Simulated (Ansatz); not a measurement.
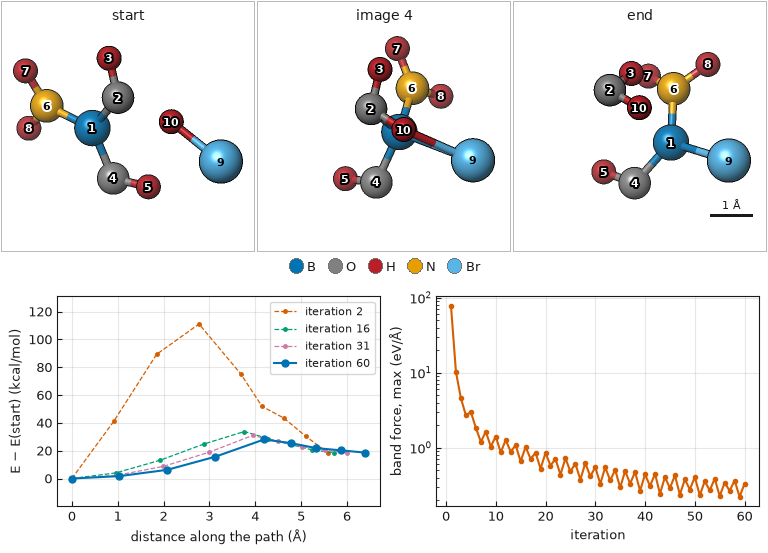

A search for the minimum-energy path of BNH$_{5}$O$_{2}$Br by the nudged elastic band. Images are numbered from 0 (start) to 8 (end). The plot follows the band through its iterations. The picture is a ball-and-stick view, seen at a tilt.

Level of theory: RKS LDA/def2-SVP in Ansatz 0.2.0. Settings: 7 movable images; climbing image from the first iteration; force threshold 0.05 eV/Å; iteration limit 60; optimiser L-BFGS; starting path through a guess of the saddle point.

> Did the band converge, and can the barrier be trusted?

The result isn't final. The band hadn't converged when the run stopped after 60 iterations. The largest component of the band force went from 78 to 0.33 eV/Å. The barrier read from it is provisional, though the highest image hardly moved in the last two iterations. The first iteration put the highest image at 358.7 kcal/mol. Forward barrier 28.1 kcal/mol, backward barrier 9.5 kcal/mol, with image 4 at the top; the reaction energy is +18.6 kcal/mol.

The run took 7.3 min on 4 threads of Intel(R) Xeon(R) Platinum 8175M CPU @ 2.50GHz (Skylake/Cascade Lake) (shared host), peak memory 0.19 GiB.
